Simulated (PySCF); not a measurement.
| atom | x (Å) | y (Å) | z (Å) |
| --- | --- | --- | --- |
| Si | 0.3097 | 1.4778 | 1.1656 |
| Cl | 0.2162 | 1.6508 | 3.2018 |
| Cl | 2.2863 | 1.5307 | 0.5941 |
| Cl | -0.5670 | 3.0979 | 0.2690 |
| N | -0.4962 | 0.0557 | 0.7310 |
| C | -0.7048 | -0.3977 | -0.6328 |
| C | 0.3099 | -1.4289 | -1.0966 |
| H | -0.6399 | -0.6414 | 1.4539 |
| H | -1.7301 | -0.7950 | -0.7301 |
| H | -0.6717 | 0.4863 | -1.2910 |
| H | 1.3297 | -1.0183 | -1.0477 |
| H | 0.1102 | -1.7411 | -2.1331 |
| H | 0.2783 | -2.3288 | -0.4620 |

Geometry: PBE0-D3(BJ)/def2-SVP.

Level of theory: PySCF, PBE0/pcSseg-1, SCF density, gas phase, non-relativistic.

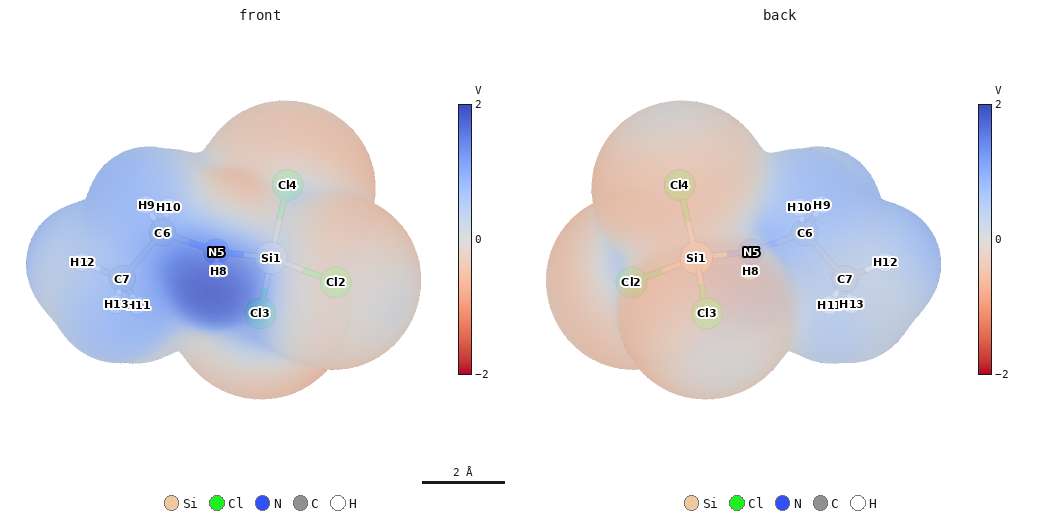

C2H6Cl3NSi (SiCl3(NHEt)). The electrostatic potential painted on the density surface at 0.001 e/bohr³, seen from the front and from behind; red is negative and blue positive.

### Which sites attract a positive test charge, and which a negative one?

A positive charge is drawn to the negative regions and a negative charge to the positive ones. The most negative region (about −0.5 V) lies over Cl3 and Cl4, the most positive (about +1.7 V) over H8.
